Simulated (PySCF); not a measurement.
## Electronic structure of C6H7BP (doublet) in real space

```yaml
atoms:
  - { symbol: P, position_ang: [2.9177, -0.2383, -0.4027] }
  - { symbol: B, position_ang: [1.3906, 0.8616, -0.4030] }
  - { symbol: C, position_ang: [0.0919, 0.3204, 0.1511] }
  - { symbol: C, position_ang: [-0.2297, -0.5293, 1.3822] }
  - { symbol: C, position_ang: [-1.6832, -0.0076, 1.3922] }
  - { symbol: C, position_ang: [-1.8606, -0.6489, 0.0458] }
  - { symbol: C, position_ang: [-1.3610, 0.7980, 0.1766] }
  - { symbol: C, position_ang: [-0.4313, -1.1635, 0.0736] }
  - { symbol: H, position_ang: [3.8587, 0.6706, 0.0384] }
  - { symbol: H, position_ang: [2.7673, -0.8687, 0.8161] }
  - { symbol: H, position_ang: [1.4372, 1.9123, -0.9218] }
  - { symbol: H, position_ang: [-2.4031, 0.1733, 2.1672] }
  - { symbol: H, position_ang: [-2.7485, -1.0261, -0.4324] }
  - { symbol: H, position_ang: [-1.8087, 1.7093, -0.1840] }
  - { symbol: H, position_ang: [0.0585, -1.9552, -0.4609] }
```

Geometry: GFN2-xTB.

All numbers below come from PySCF, UKS B3LYP, pcH-1 on B C H P, non-relativistic, mean-field spin-orbit, GIAO.

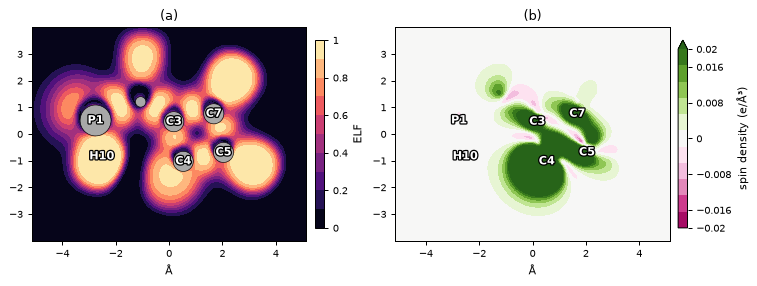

Figure 1. (a) ELF; (b) spin density on the plane of atoms C3, C7 and C5. Grey discs cover the atomic cores in the ELF map.

> What does the map show?

Atoms in the plane: P, C and H.
C–C (1.49 Å): the ELF peaks at about 0.90 between the atoms; a covalent bond.
C–C (1.53 Å): the ELF peaks at about 0.90 between the atoms (a covalent bond).
The unpaired spin (1 electron) lies mostly on C4 (about 0.6), C3 (about 0.1), C8 (about 0.1) and C6 (about 0.1), in electrons by Hirshfeld's partition.

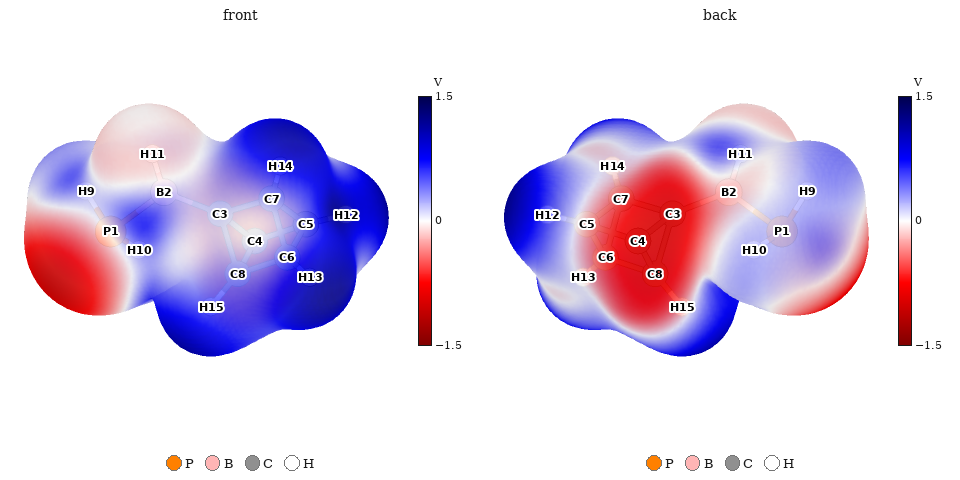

Figure 2. The electrostatic potential painted on the density surface at 0.002 e/bohr³, seen from the front and from behind; the colour scale runs from red (negative) to blue (positive).

> Which sites attract a positive test charge, and which a negative one?

A positive charge is drawn to the negative regions and a negative charge to the positive ones. The most negative region (about −1.0 V) lies over P1, the most positive (about +1.2 V) over C6, C7, H12 and H13.
